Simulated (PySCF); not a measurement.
# B3LYP/STO-3G run of SiH2Cl− (SMILES [SiH2-]Cl)

Aim: the vertical ionisation energy of SiH2Cl− at B3LYP/STO-3G, from 2 runs. 

The calculation is run with PySCF 2.14.0.

11 further runs of the same task are left out: 3 that didn't finish, 8 set aside as unsound or not needed.

### 1 Starting point

SiH2Cl− has 4 atoms, charge -1, and is taken as a singlet. As SMILES, `[SiH2-]Cl`. The shape is that of a GFN2-xTB optimisation.

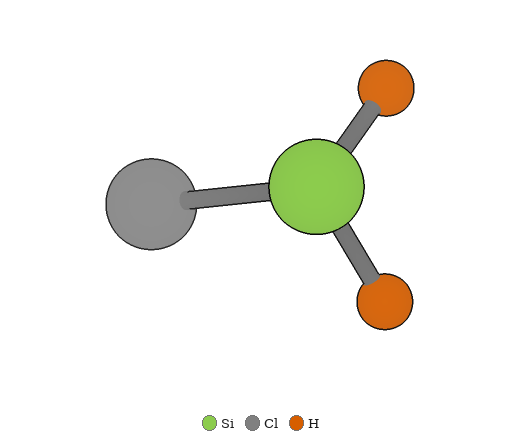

Viewed from a chosen angle; silicon green, chlorine grey, hydrogen orange.

### 2 A single-point energy at B3LYP/STO-3G

Input file run.py:

```python
from pyscf import gto, dft

mol = gto.M(
    atom='''
Si      -0.487890       0.431230       0.253920
Cl       1.672110      -0.122480       0.774530
H       -0.971070      -0.977580       0.165380
H       -0.213160       0.668840      -1.193830
''',
    basis='sto-3g',
    spin=0,
    max_memory=1860,
    charge=-1,
    verbose=3,
)

mf = dft.RKS(mol, xc='b3lyp')
mf.grids.level = 5
mf.conv_tol = 1e-10
mf.kernel()
if not mf.converged:
    mf = mf.newton().run(mf.mo_coeff, mf.mo_occ)

e_final = mf.e_tot
print('Final energy', e_final)
```

The run is started by

```bash
OMP_NUM_THREADS=1 python run.py
```

Log:

```text
converged SCF energy = -742.434713325722
Final energy -742.4347133257224
```

It took 1.9 s on 1 thread of Arm Neoverse V2, shared host; peak memory 0.2 GiB.

### 3 Doublet neutral SiH2Cl at the same level

Input file run.py:

```python
from pyscf import gto, dft

mol = gto.M(
    atom='''
Si    -0.921978     0.814907     0.479839
Cl     3.159830    -0.231454     1.463650
H     -1.835056    -1.847358     0.312523
H     -0.402814     1.263924    -2.256012
''',
    basis='sto-3g',
    max_memory=1860,
    verbose=3,
    spin=1,
    unit='bohr',
)

calc0 = dft.UKS(mol)
calc0.xc = 'b3lyp'
calc0.grids.level = 5
calc0.conv_tol = 1e-10
calc0.kernel()
if not calc0.converged:
    calc0 = calc0.newton().run(calc0.mo_coeff, calc0.mo_occ)

e_tot = calc0.e_tot
print('Final energy', e_tot)
```

The run is started by

```bash
OMP_NUM_THREADS=1 python run.py
```

Log:

```text
WARN: HOMO -0.180082410160865 >= LUMO -0.180082410160866

converged SCF energy = -742.484403910004  <S^2> = 0.7510785  2S+1 = 2.0010782
Final energy -742.484403910004
```

It took 3.9 s on 1 thread of Arm Neoverse V2, shared host; peak memory 0.21 GiB.

### 4 Results

Level: B3LYP/STO-3G.

| quantity | value |
| --- | --- |
| singlet SiH2Cl−: total energy | -742.43471 Eh |
| singlet SiH2Cl−: HOMO energy | 4.82 eV |
| singlet SiH2Cl−: LUMO energy | 11.92 eV |
| singlet SiH2Cl−: HOMO–LUMO gap (to an unbound level, set by the basis) | 7.10 eV |
| doublet neutral SiH2Cl: total energy | -742.48440 Eh |
| doublet neutral SiH2Cl: dipole moment | 3.63 D |
| doublet neutral SiH2Cl: HOMO energy (highest over α and β) | -5.03 eV |
| doublet neutral SiH2Cl: LUMO energy (lowest over α and β) | -1.98 eV |
| doublet neutral SiH2Cl: ⟨S²⟩ | 0.751 |
| vertical detachment energy (to the doublet neutral) | -1.352 eV |

The species is unbound against losing an electron at this level, by 1.35 eV (−130 kJ/mol); missing correlation or diffuse functions can give that sign where the real anion is bound. In a minimal basis such a difference can be off by several eV, whatever the method. Mulliken charges (singlet SiH2Cl−) run from -0.61 on Cl2 to +0.13 on Si1. The HOMO (singlet SiH2Cl−) lies at positive energy, 4.82 eV; only total energies tell whether the electron is bound. Mulliken charges (doublet neutral SiH2Cl) run from -0.35 on Cl2 to +0.55 on Si1.
